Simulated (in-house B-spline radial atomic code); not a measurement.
# Co⁵⁺: excited configurations

How much energy does it take to promote electrons of Co⁵⁺ to other shells? Each configuration is solved by itself and compared with the reference.

Program: in-house B-spline radial atomic code version 1. Level of theory: Dirac-Hartree-Fock, average of configuration, Fermi nucleus, basis-set limit. These are calculated values, not measurements, unless marked.

**1. Starting point**

* element: cobalt (Z = 27)
* charge: +5
* electrons: 22
* configuration: [Ar] 3d4
* Hamiltonian: Dirac-Coulomb
* nucleus: Fermi, rms radius 3.788 fm

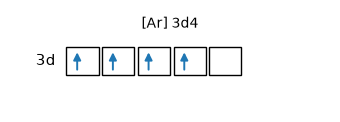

Occupation of the outer shells (arrows by Hund's rule).

The boxes draw the filling by Hund's rule, which heavy ions in jj coupling don't follow; these runs average over all states of the configuration.

Settings of the run:

```ini
Z = 27
electrons = 22.0
configuration = [Ar] 3d4
hamiltonian = dirac
method = hf
spin_polarised = False
nucleus = fermi
rms_radius = 3.7875
mass_number = 59
atomic_mass = 58.933193524
speed_of_light = 137.035999084
```

The reference is known from an earlier run: -1385.234378 hartree in all. Up to eight levels, counted from the top:

| orbital | occupation | energy (eV) | <r> (bohr) |
| --- | --- | --- | --- |
| 2s1/2 | 2 | -1057.33 | 0.2538 |
| 2p1/2 | 2 | -924.73 | 0.2223 |
| 2p3/2 | 4 | -909.69 | 0.2253 |
| 3s1/2 | 2 | -210.54 | 0.7497 |
| 3p1/2 | 2 | -167.02 | 0.7730 |
| 3p3/2 | 4 | -164.88 | 0.7804 |
| 3d3/2 | 1.6 | -102.12 | 0.8238 |
| 3d5/2 | 2.4 | -101.86 | 0.8262 |

**2. Configuration [Ne] 3s2 3p5 3d4 6g1**

The settings differ from step 1 so:

```diff
@@ -2,3 +2,3 @@
 electrons = 22.0
-configuration = [Ar] 3d4
+configuration = [Ne] 3s2 3p5 3d4 6g1
 hamiltonian = dirac
```

On the command line:

```sh
$ python run_scf.py task.json out
```

The settings of every run stand in task.json; they run in order.

From the run's result record (rounded, not every field):

```text
{
  "status": "converged",
  "scf [iteration, energy, orbital gradient]": [
    [1, -1363.09614078, 0.92],
    [2, -1377.47958476, 0.371],
    [3, -1379.44712793, 0.125],
    [4, -1379.70112285, 0.0405],
    [5, -1379.72937813, 0.015],
    [6, -1379.73353448, 0.00122],
    [7, -1379.73355262, 4.06e-05],
    [8, -1379.73355263, 6.69e-06],
    [9, -1379.73355263, 2.78e-07],
    [10, -1379.73355263, 2e-08]
  ],
  "energy [hartree]": {"total": -1379.73355263, "kinetic": 1401.54045364, "nuclear": -3223.29204542, "coulomb": 494.705950187, "exact_exchange": -52.6879110398},
  "breit [hartree]": {"gaunt": 0.5810639, "retardation": -0.05153483, "frequency_dependence": -0.001505829},
  "qed [hartree]": {"self_energy": 0.3889081, "uehling": -0.03360158, "wichmann_kroll": 0.0002205009},
  "recoil [hartree]": 0.009909911,
  "total_with_corrections [hartree]": -1378.8400925,
  "orbitals [hartree, bohr; first row names the columns]": [
    ["name", "occ", "eps", "<r>"],
    ["1s1/2", 2.0, -290.30209, 0.056155],
    ["2s1/2", 2.0, -39.830771, 0.25357],
    ["2p1/2", 2.0, -34.963391, 0.22238],
    ["2p3/2", 4.0, -34.409853, 0.22542],
    ["3s1/2", 2.0, -8.4595821, 0.73999],
    ["3p1/2", 1.6667, -6.9346878, 0.75717],
    ["3p3/2", 3.3333, -6.8539695, 0.76409],
    ["3d3/2", 1.6, -4.5209705, 0.78587],
    ["3d5/2", 2.4, -4.5108648, 0.78799],
    ["6g7/2", 0.44444, -0.5004381, 7.3206],
    ["6g9/2", 0.55556, -0.50043171, 7.3207]
  ],
  "sum_r [bohr^k]": {"-1": 119.3814, "1": 17.72397, "2": 68.45448},
  "energy_minus_base [hartree]": 5.50082564,
  "energy_minus_base_with_corrections [hartree]": 5.49802014
}
```

It took 2.1 s on 1 thread, shared host.

energy_minus_base is the energy less that of the reference run.

**3. [Ar] 3d3 5d1**

The settings differ from step 2 so:

```diff
@@ -2,3 +2,3 @@
 electrons = 22.0
-configuration = [Ne] 3s2 3p5 3d4 6g1
+configuration = [Ar] 3d3 5d1
 hamiltonian = dirac
```

From the record:

```text
{
  "status": "converged",
  "scf [iteration, energy, orbital gradient]": [
    [1, -1367.2193582, 0.895],
    [2, -1380.93949815, 0.336],
    [3, -1382.26569412, 0.122],
    [4, -1382.45288328, 0.0442],
    [5, -1382.48083079, 0.0116],
    [6, -1382.4829743, 0.000786],
    [7, -1382.48298136, 7.15e-05],
    [8, -1382.48298145, 9.09e-06],
    [9, -1382.48298145, 1.36e-07]
  ],
  "energy [hartree]": {"total": -1382.48298145, "kinetic": 1404.36467968, "nuclear": -3231.97314684, "coulomb": 498.866371762, "exact_exchange": -53.7408860646},
  "breit [hartree]": {"gaunt": 0.5849714, "retardation": -0.05212319, "frequency_dependence": -0.001532865},
  "qed [hartree]": {"self_energy": 0.3888939, "uehling": -0.03359436, "wichmann_kroll": 0.0002204553},
  "recoil [hartree]": 0.00993538,
  "total_with_corrections [hartree]": -1381.58621074,
  "orbitals [hartree, bohr; first row names the columns]": [
    ["name", "occ", "eps", "<r>"],
    ["1s1/2", 2.0, -290.01082, 0.056164],
    ["2s1/2", 2.0, -39.676229, 0.2537],
    ["2p1/2", 2.0, -34.799562, 0.22214],
    ["2p3/2", 4.0, -34.247144, 0.22517],
    ["3s1/2", 2.0, -8.4056221, 0.73976],
    ["3p1/2", 2.0, -6.7840896, 0.7587],
    ["3p3/2", 4.0, -6.7027827, 0.76572],
    ["3d3/2", 1.2, -4.4347757, 0.78411],
    ["3d5/2", 1.8, -4.4246028, 0.78626],
    ["5d3/2", 0.4, -0.91953041, 4.4453],
    ["5d5/2", 0.6, -0.91885264, 4.449]
  ],
  "sum_r [bohr^k]": {"-1": 119.7029, "1": 14.8282, "2": 30.38742},
  "energy_minus_base [hartree]": 2.75139682,
  "energy_minus_base_with_corrections [hartree]": 2.75190191
}
```

It took 1.5 s on 1 thread, shared host.

**4. [Ne] 3s2 3p5 3d4 5d1**

The settings differ from step 3 so:

```diff
@@ -2,3 +2,3 @@
 electrons = 22.0
-configuration = [Ar] 3d3 5d1
+configuration = [Ne] 3s2 3p5 3d4 5d1
 hamiltonian = dirac
```

From the record:

```text
{
  "status": "converged",
  "scf [iteration, energy, orbital gradient]": [
    [1, -1363.67962812, 0.916],
    [2, -1378.07976354, 0.365],
    [3, -1379.87980287, 0.125],
    [4, -1380.11865963, 0.0422],
    [5, -1380.1493212, 0.0145],
    [6, -1380.15257002, 0.00137],
    [7, -1380.15258786, 9.23e-05],
    [8, -1380.15258794, 1.15e-05],
    [9, -1380.15258794, 2.71e-07],
    [10, -1380.15258794, 2.1e-08]
  ],
  "energy [hartree]": {"total": -1380.15258794, "kinetic": 1401.95810759, "nuclear": -3226.63375816, "coulomb": 497.226060734, "exact_exchange": -52.7029981103},
  "breit [hartree]": {"gaunt": 0.5810823, "retardation": -0.05154295, "frequency_dependence": -0.001505499},
  "qed [hartree]": {"self_energy": 0.388897, "uehling": -0.03360075, "wichmann_kroll": 0.0002204954},
  "recoil [hartree]": 0.009911066,
  "total_with_corrections [hartree]": -1379.25912634,
  "orbitals [hartree, bohr; first row names the columns]": [
    ["name", "occ", "eps", "<r>"],
    ["1s1/2", 2.0, -290.17723, 0.056155],
    ["2s1/2", 2.0, -39.705471, 0.25358],
    ["2p1/2", 2.0, -34.838045, 0.22239],
    ["2p3/2", 4.0, -34.284531, 0.22543],
    ["3s1/2", 2.0, -8.3447329, 0.74049],
    ["3p1/2", 1.6667, -6.8203515, 0.75787],
    ["3p3/2", 3.3333, -6.7397813, 0.76482],
    ["3d3/2", 1.6, -4.4079083, 0.78633],
    ["3d5/2", 2.4, -4.3978483, 0.78845],
    ["5d3/2", 0.4, -0.92016536, 4.4394],
    ["5d5/2", 0.6, -0.91949209, 4.443]
  ],
  "sum_r [bohr^k]": {"-1": 119.5051, "1": 14.85148, "2": 30.41672},
  "energy_minus_base [hartree]": 5.08179033,
  "energy_minus_base_with_corrections [hartree]": 5.07898631
}
```

Wall time 1.7 s (1 thread, shared host).

**5. [Ne] 3s2 3p5 3d4 7d1**

The settings differ from step 4 so:

```diff
@@ -2,3 +2,3 @@
 electrons = 22.0
-configuration = [Ne] 3s2 3p5 3d4 5d1
+configuration = [Ne] 3s2 3p5 3d4 7d1
 hamiltonian = dirac
```

From the record:

```text
{
  "status": "converged",
  "scf [iteration, energy, orbital gradient]": [
    [1, -1363.0881036, 0.919],
    [2, -1377.6910304, 0.363],
    [3, -1379.40532775, 0.126],
    [4, -1379.63363909, 0.0437],
    [5, -1379.66460633, 0.014],
    [6, -1379.66742039, 0.00142],
    [7, -1379.66743764, 0.000117],
    [8, -1379.66743776, 1.39e-05],
    [9, -1379.66743776, 3.77e-07],
    [10, -1379.66743776, 1.58e-08]
  ],
  "energy [hartree]": {"total": -1379.66743776, "kinetic": 1401.473897, "nuclear": -3222.55721275, "coulomb": 494.10818126, "exact_exchange": -52.6923032678},
  "breit [hartree]": {"gaunt": 0.5810708, "retardation": -0.05153774, "frequency_dependence": -0.001505723},
  "qed [hartree]": {"self_energy": 0.3889045, "uehling": -0.03360131, "wichmann_kroll": 0.0002204991},
  "recoil [hartree]": 0.009908365,
  "total_with_corrections [hartree]": -1378.77397841,
  "orbitals [hartree, bohr; first row names the columns]": [
    ["name", "occ", "eps", "<r>"],
    ["1s1/2", 2.0, -290.32895, 0.056155],
    ["2s1/2", 2.0, -39.857529, 0.25357],
    ["2p1/2", 2.0, -34.990126, 0.22238],
    ["2p3/2", 4.0, -34.436597, 0.22543],
    ["3s1/2", 2.0, -8.4897168, 0.74015],
    ["3p1/2", 1.6667, -6.964976, 0.75739],
    ["3p3/2", 3.3333, -6.8843049, 0.76432],
    ["3d3/2", 1.6, -4.5515955, 0.78609],
    ["3d5/2", 2.4, -4.5415041, 0.78822],
    ["7d3/2", 0.4, -0.43451745, 9.8872],
    ["7d5/2", 0.6, -0.43430071, 9.8923]
  ],
  "sum_r [bohr^k]": {"-1": 119.3542, "1": 20.29598, "2": 117.9813},
  "energy_minus_base [hartree]": 5.56694051,
  "energy_minus_base_with_corrections [hartree]": 5.56413423
}
```

Wall time 1.9 s (1 thread, shared host).

**6. [Ar] 3d3 6d1**

The settings differ from step 5 so:

```diff
@@ -2,3 +2,3 @@
 electrons = 22.0
-configuration = [Ne] 3s2 3p5 3d4 7d1
+configuration = [Ar] 3d3 6d1
 hamiltonian = dirac
```

From the record:

```text
{
  "status": "converged",
  "scf [iteration, energy, orbital gradient]": [
    [1, -1366.84694917, 0.897],
    [2, -1380.67254843, 0.335],
    [3, -1381.96294668, 0.123],
    [4, -1382.14418357, 0.0449],
    [5, -1382.17169848, 0.0113],
    [6, -1382.17365565, 0.000804],
    [7, -1382.17366231, 8.3e-05],
    [8, -1382.17366242, 1.02e-05],
    [9, -1382.17366242, 2.13e-07]
  ],
  "energy [hartree]": {"total": -1382.17366242, "kinetic": 1404.05610086, "nuclear": -3229.38178448, "coulomb": 496.886159846, "exact_exchange": -53.734138642},
  "breit [hartree]": {"gaunt": 0.5849678, "retardation": -0.0521202, "frequency_dependence": -0.001533048},
  "qed [hartree]": {"self_energy": 0.3888992, "uehling": -0.03359474, "wichmann_kroll": 0.0002204579},
  "recoil [hartree]": 0.009933782,
  "total_with_corrections [hartree]": -1381.27688915,
  "orbitals [hartree, bohr; first row names the columns]": [
    ["name", "occ", "eps", "<r>"],
    ["1s1/2", 2.0, -290.10735, 0.056164],
    ["2s1/2", 2.0, -39.773121, 0.2537],
    ["2p1/2", 2.0, -34.89646, 0.22213],
    ["2p3/2", 4.0, -34.344033, 0.22517],
    ["3s1/2", 2.0, -8.4975273, 0.73953],
    ["3p1/2", 2.0, -6.8757007, 0.75836],
    ["3p3/2", 4.0, -6.7943233, 0.76536],
    ["3d3/2", 1.2, -4.5255816, 0.78441],
    ["3d5/2", 1.8, -4.5153873, 0.78656],
    ["6d3/2", 0.4, -0.60972934, 6.9196],
    ["6d5/2", 0.6, -0.6093655, 6.924]
  ],
  "sum_r [bohr^k]": {"-1": 119.6069, "1": 17.30125, "2": 62.01336},
  "energy_minus_base [hartree]": 3.06071585,
  "energy_minus_base_with_corrections [hartree]": 3.0612235
}
```

Run time: 1.5 s. Hardware: 1 thread, shared host.

**7. Run with [Ar] 3d3 7d1**

The settings differ from step 6 so:

```diff
@@ -2,3 +2,3 @@
 electrons = 22.0
-configuration = [Ar] 3d3 6d1
+configuration = [Ar] 3d3 7d1
 hamiltonian = dirac
```

From the record:

```text
{
  "status": "converged",
  "scf [iteration, energy, orbital gradient]": [
    [1, -1366.63782178, 0.898],
    [2, -1380.52010226, 0.335],
    [3, -1381.79032584, 0.123],
    [4, -1381.96904947, 0.0453],
    [5, -1381.99656275, 0.0111],
    [6, -1381.99842712, 0.000812],
    [7, -1381.99843375, 8.89e-05],
    [8, -1381.99843387, 1.09e-05],
    [9, -1381.99843387, 2.91e-07],
    [10, -1381.99843387, 2.51e-08]
  ],
  "energy [hartree]": {"total": -1381.99843387, "kinetic": 1403.88121796, "nuclear": -3227.89332129, "coulomb": 495.74491777, "exact_exchange": -53.7312483099},
  "breit [hartree]": {"gaunt": 0.5849657, "retardation": -0.05211866, "frequency_dependence": -0.001533133},
  "qed [hartree]": {"self_energy": 0.3889017, "uehling": -0.03359493, "wichmann_kroll": 0.000220459},
  "recoil [hartree]": 0.009932773,
  "total_with_corrections [hartree]": -1381.10166,
  "orbitals [hartree, bohr; first row names the columns]": [
    ["name", "occ", "eps", "<r>"],
    ["1s1/2", 2.0, -290.16273, 0.056164],
    ["2s1/2", 2.0, -39.82866, 0.2537],
    ["2p1/2", 2.0, -34.952005, 0.22213],
    ["2p3/2", 4.0, -34.399572, 0.22516],
    ["3s1/2", 2.0, -8.5507699, 0.73942],
    ["3p1/2", 2.0, -6.9288118, 0.7582],
    ["3p3/2", 4.0, -6.8474019, 0.7652],
    ["3d3/2", 1.2, -4.5783725, 0.78443],
    ["3d5/2", 1.8, -4.5681682, 0.78659],
    ["7d3/2", 0.4, -0.43429812, 9.8941],
    ["7d5/2", 0.6, -0.43408004, 9.8993]
  ],
  "sum_r [bohr^k]": {"-1": 119.5518, "1": 20.27506, "2": 118.0553},
  "energy_minus_base [hartree]": 3.2359444,
  "energy_minus_base_with_corrections [hartree]": 3.23645265
}
```

It took 1.9 s on 1 thread, shared host.

**8. [Ne] 3s2 3p5 3d4 7p1**

The settings differ from step 7 so:

```diff
@@ -2,3 +2,3 @@
 electrons = 22.0
-configuration = [Ar] 3d3 7d1
+configuration = [Ne] 3s2 3p5 3d4 7p1
 hamiltonian = dirac
```

From the record:

```text
{
  "status": "converged",
  "scf [iteration, energy, orbital gradient]": [
    [1, -1363.15095368, 0.92],
    [2, -1377.51276364, 0.367],
    [3, -1379.45301421, 0.125],
    [4, -1379.70490532, 0.0405],
    [5, -1379.73306613, 0.0149],
    [6, -1379.7371845, 0.00122],
    [7, -1379.73720226, 4.26e-05],
    [8, -1379.73720227, 7.15e-06],
    [9, -1379.73720227, 2.75e-07],
    [10, -1379.73720227, 1.88e-08]
  ],
  "energy [hartree]": {"total": -1379.73720227, "kinetic": 1401.5452394, "nuclear": -3222.94774038, "coulomb": 494.359553253, "exact_exchange": -52.6942545519},
  "breit [hartree]": {"gaunt": 0.5811417, "retardation": -0.05154904, "frequency_dependence": -0.001506261},
  "qed [hartree]": {"self_energy": 0.3889052, "uehling": -0.03360124, "wichmann_kroll": 0.0002204987},
  "recoil [hartree]": 0.009909045,
  "total_with_corrections [hartree]": -1378.84368239,
  "orbitals [hartree, bohr; first row names the columns]": [
    ["name", "occ", "eps", "<r>"],
    ["1s1/2", 2.0, -290.31514, 0.056155],
    ["2s1/2", 2.0, -39.846116, 0.25357],
    ["2p1/2", 2.0, -34.978544, 0.22238],
    ["2p3/2", 4.0, -34.425033, 0.22543],
    ["3s1/2", 2.0, -8.4780998, 0.74012],
    ["3p1/2", 1.6667, -6.9534589, 0.7573],
    ["3p3/2", 3.3333, -6.872781, 0.76423],
    ["3d3/2", 1.6, -4.5394304, 0.78635],
    ["3d5/2", 2.4, -4.5293367, 0.78847],
    ["7p1/2", 0.33333, -0.50504208, 8.7809],
    ["7p3/2", 0.66667, -0.50362785, 8.8061]
  ],
  "sum_r [bohr^k]": {"-1": 119.3686, "1": 19.20391, "2": 94.59196},
  "energy_minus_base [hartree]": 5.497176,
  "energy_minus_base_with_corrections [hartree]": 5.49443026
}
```

Run time: 1.9 s. Hardware: 1 thread, shared host.

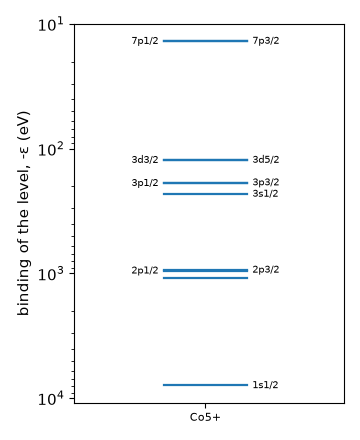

Orbital energies of this run on a logarithmic scale.

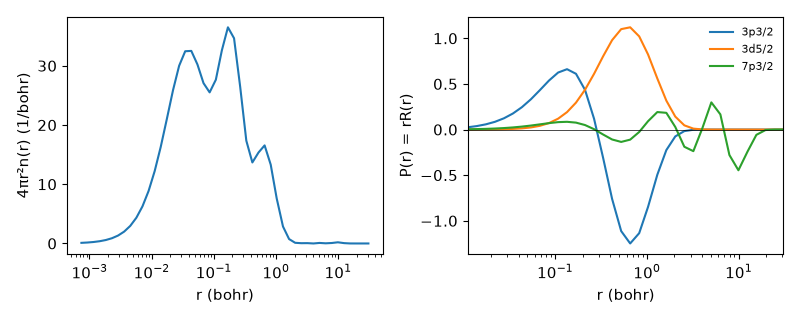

Radial density (left) and the radial functions of 3p3/2, 3d5/2, 7p3/2 (right).

On the record's full grid the radial density has clear maxima near r = 0.043, 0.17, 0.66, 3.2, 5.0, 9.9 bohr.

X-ray form factor of the spherical density:

| sinθ/λ (1/Å) | f (electrons) |
| --- | --- |
| 0 | 22.000 |
| 0.1 | 20.473 |
| 0.2 | 18.841 |
| 0.3 | 16.625 |
| 0.4 | 14.298 |
| 0.6 | 10.390 |
| 0.8 | 8.050 |
| 1 | 6.774 |
| 1.4 | 5.267 |
| 1.8 | 3.987 |
| 2.5 | 2.366 |
| 4 | 1.258 |
| 6 | 0.854 |

**9. Configuration [Ne] 3s2 3p5 3d4 5s1**

The settings differ from step 8 so:

```diff
@@ -2,3 +2,3 @@
 electrons = 22.0
-configuration = [Ne] 3s2 3p5 3d4 7p1
+configuration = [Ne] 3s2 3p5 3d4 5s1
 hamiltonian = dirac
```

From the record:

```text
{
  "status": "converged",
  "scf [iteration, energy, orbital gradient]": [
    [1, -1364.08411859, 0.928],
    [2, -1378.2029287, 0.391],
    [3, -1380.2424061, 0.132],
    [4, -1380.50077869, 0.0424],
    [5, -1380.52833245, 0.0161],
    [6, -1380.53267543, 0.00117],
    [7, -1380.53269082, 2.85e-05],
    [8, -1380.53269082, 4.97e-06],
    [9, -1380.53269082, 2.1e-07]
  ],
  "energy [hartree]": {"total": -1380.53269082, "kinetic": 1402.3540082, "nuclear": -3228.58661114, "coulomb": 498.418036027, "exact_exchange": -52.7181239146},
  "breit [hartree]": {"gaunt": 0.5812724, "retardation": -0.05155261, "frequency_dependence": -0.00150482},
  "qed [hartree]": {"self_energy": 0.3890759, "uehling": -0.03361502, "wichmann_kroll": 0.0002205888},
  "recoil [hartree]": 0.009916676,
  "total_with_corrections [hartree]": -1379.63887778,
  "orbitals [hartree, bohr; first row names the columns]": [
    ["name", "occ", "eps", "<r>"],
    ["1s1/2", 2.0, -290.11511, 0.056155],
    ["2s1/2", 2.0, -39.652187, 0.25357],
    ["2p1/2", 2.0, -34.782099, 0.22239],
    ["2p3/2", 4.0, -34.228635, 0.22544],
    ["3s1/2", 2.0, -8.2926474, 0.74013],
    ["3p1/2", 1.6667, -6.7649183, 0.75796],
    ["3p3/2", 3.3333, -6.6843482, 0.76492],
    ["3d3/2", 1.6, -4.3506121, 0.78793],
    ["3d5/2", 2.4, -4.3405534, 0.79007],
    ["5s1/2", 1.0, -1.2998186, 3.5034]
  ],
  "sum_r [bohr^k]": {"-1": 119.5775, "1": 13.91943, "2": 21.85663},
  "energy_minus_base [hartree]": 4.70168745,
  "energy_minus_base_with_corrections [hartree]": 4.69923487
}
```

Run time: 1.5 s. Hardware: 1 thread, shared host.

**10. Energies above the reference**

| net move | configuration | energy above the reference (eV) | with Breit, QED, recoil (eV) | largest <r> (bohr) |
| --- | --- | --- | --- | --- |
| 3d → 5d | [Ar] 3d3 5d1 | 74.869 | 74.883 | 4.45 |
| 3d → 6d | [Ar] 3d3 6d1 | 83.286 | 83.300 | 6.92 |
| 3d → 7d | [Ar] 3d3 7d1 | 88.055 | 88.068 | 9.90 |
| 3p → 5s | [Ne] 3s2 3p5 3d4 5s1 | 127.94 | 127.87 | 3.50 |
| 3p → 5d | [Ne] 3s2 3p5 3d4 5d1 | 138.28 | 138.21 | 4.44 |
| 3p → 7p | [Ne] 3s2 3p5 3d4 7p1 | 149.59 | 149.51 | 8.81 |
| 3p → 6g | [Ne] 3s2 3p5 3d4 6g1 | 149.69 | 149.61 | 7.32 |
| 3p → 7d | [Ne] 3s2 3p5 3d4 7d1 | 151.48 | 151.41 | 9.89 |

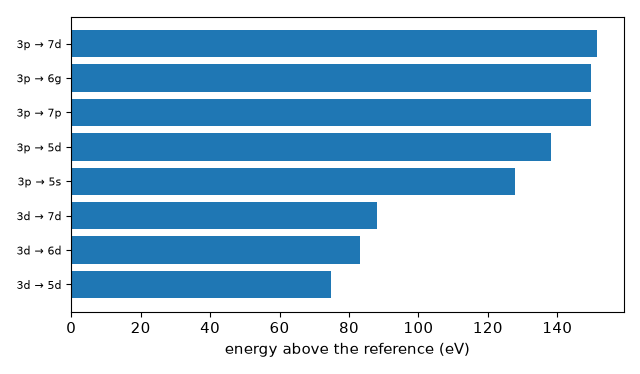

Energy of each configuration above the reference.

Quantum defects of the promoted electron, δ = n − ζ/√(−2ε) with ζ = 6 and ε its orbital energy in hartree:

| promotion | δ |
| --- | --- |
| 3d → 5d | 0.575 |
| 3d → 6d | 0.566 |
| 3d → 7d | 0.561 |
| 3p → 5s | 1.279 |
| 3p → 5d | 0.576 |
| 3p → 7p | 1.024 |
| 3p → 6g | 0.003 |
| 3p → 7d | 0.563 |

**Reading.** The lowest of them is 3d → 5d at 74.869 eV and the highest 3p → 7d at 151.48 eV. 5 of them lie more than 2 % above the ionisation threshold that Koopmans' theorem gives (101.86 eV), where such states can decay by emitting an electron. Of those tabulated, the defect is largest for 5s (1.28) and least for 6g (0.00): low angular momentum penetrates the core, high angular momentum stays outside it. Two partly filled shells share a symmetry and can mix in the average, which may lower the energy, for: 3d → 5d; 3d → 6d; 3d → 7d; 3p → 5d; 3p → 7p; 3p → 7d. These are averages over configurations, without correlation, not spectroscopic levels.
